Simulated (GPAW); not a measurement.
# Sc K edge of the forms of ScF3

Can the Sc K edge tell the forms of ScF3 apart?

Each spectrum comes from a core-hole supercell calculation (GPAW, LDA, full core hole (charged cell), supercells with 5.7 to 7.7 Å between holes, Gaussian full width 0.9 eV up to 4 eV, rising linearly to 3.5 eV at 25 eV). Logs are left out.

## (1) The absorbers

| crystal | absorber's surroundings | own zero (eV) | rising edge (eV) | first and strongest maxima up to 30 eV above its own zero, eV (height) |
| --- | --- | --- | --- | --- |
| ScF3 (R-3c) | 6 F at 1.99 Å (octahedral, site symmetry -3) | 4472.5 | 4482.3 | 7.0 eV (0.43), 16.3 eV (2.71) and 21.0 eV (1.97) |
| ScF3 (Pm-3m) | 6 F at 2.01 Å (octahedral, site symmetry m-3m) | 4472.9 | 4482.7 | 6.3 eV (0.41), 15.2 eV (3.53), 23.1 eV (3.32) and 29.8 eV (2.01) |

Volume per atom: 14.00 Å³ (R-3c) and 16.15 Å³ (Pm-3m).

The rising edge is the photon energy at which the scaled intensity last rises through 0.6 before the main maximum (total-energy differences plus the lowest empty eigenvalue of the charged cell, less 21.7 eV, the free-atom term for the hole's spin); it carries a common error. In the free atom LDA prices this hole about 12 eV below PBE, which is itself good to a few eV.

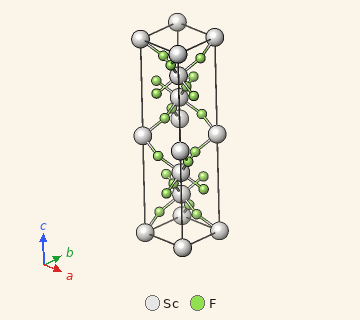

ScF3 (R-3c) (scandium white, fluorine green). Bonds to atoms that aren't drawn are left out. Some periodic images of atoms are drawn too.

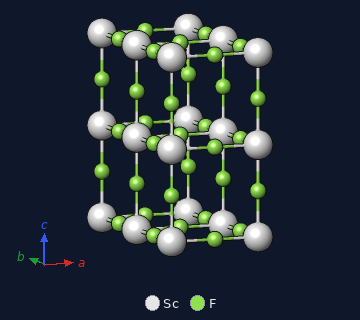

ScF3 (Pm-3m) (scandium white, fluorine green). 1×2×2 cells are drawn. Some periodic images of atoms are drawn too.

## (2) The spectra

Energy from 4472.5 eV, the lowest zero; each curve has a mean of 1 over its first 20 eV:

```
E (eV)  ScF3 R-3c  ScF3 Pm-3m
  -2.0       0.00        0.00
  -0.5       0.00        0.00
   1.0       0.00        0.00
   2.5       0.00        0.01
   4.0       0.02        0.03
   5.5       0.04        0.05
   7.0       0.43        0.35
   8.5       0.42        0.26
  10.0       0.66        0.54
  11.5       1.23        1.02
  13.0       1.40        1.39
  14.5       1.84        2.84
  16.0       2.68        3.39
  17.5       2.38        1.90
  19.0       1.92        1.03
  20.5       1.94        1.25
  22.0       1.85        2.38
  23.5       1.64        3.32
  25.0       1.58        2.47
  26.5       1.47        1.56
  28.0       1.41        1.62
  29.5       1.67        1.96
  31.0       2.40        1.94
```

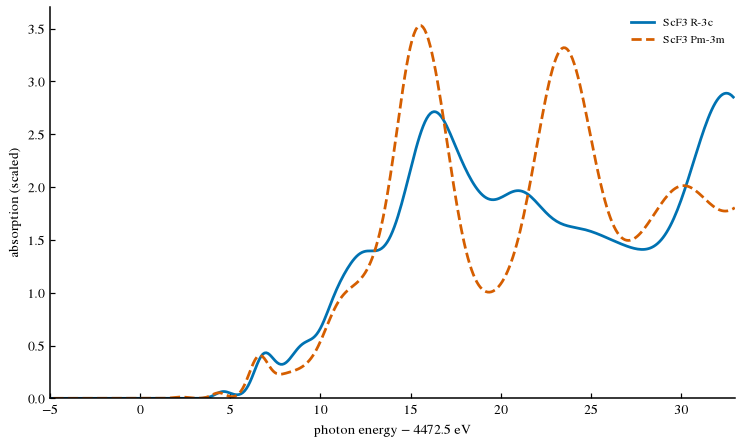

The Sc K edges.

## (3) Reading

After the best relative shift (up to 4 eV allowed) the shapes differ by 34 % r.m.s. (of the curve's own r.m.s. level). Between 0 and 30 eV on the axis shown, they part most near 23.6 eV, where ScF3 (Pm-3m) is higher by 1.7. The rising edges span 0.4 eV, lowest for ScF3 (R-3c). The computed edges of the forms differ. How much of a difference is left by the finite cells wasn't tested for these crystals. A K edge sees empty p states. The first eV above the zero hold little dipole weight, as the lowest empty bands are of d character; the main edge, of 4p character, rises through 0.6 near 10 eV above the zero.

Quadrupole 1s→3d transitions, which feed the pre-edge, are not in the dipole spectrum. Lifetime broadening is put in by hand, and intensities beyond about 20 eV depend on it. Meshes are coarse enough for small ripples in ScF3 (R-3c) and ScF3 (Pm-3m). Some cells keep the holes under 6.5 Å apart, so shapes are probably not fully converged. The structures are entries of the Crystallography Open Database, used as given.

[Logs are printed without paths, hosts, clocks, repeated set-up lines and the standing remarks that a program may print on its own settings, such as how far it seeks lower states.]

[Hosts, paths, dates, database ids (printed as entryN), source tags and the programs' standing remarks are cut or masked in the printed files.]
